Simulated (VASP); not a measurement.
Band structure of KGeCl$_{3}$ (space group Cm). Calculation: LDA (Ceperley-Alder, Perdew-Zunger), VASP's LDA PAW potentials (set 64) (plane waves; VASP).

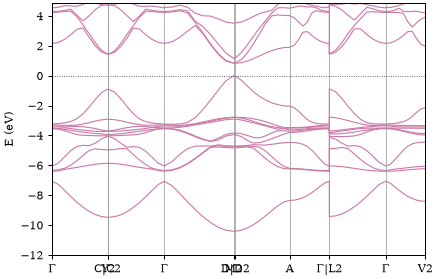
Fig. 1. Bands along high-symmetry lines, zero at the valence-band maximum or, without a gap, the Fermi level

### Question
Read the plot: is there a gap, and where are the band edges?

### Answer
The gap is indirect, 0.84 eV, from the valence maximum at M2 to the conduction minimum at D. (Edges off the drawn lines would not show.)

The structure comes from a computed database's KGeCl3 entry (Cm); how it stands against other phases isn't given here. It was relaxed first, which changed the volume by -12 %.
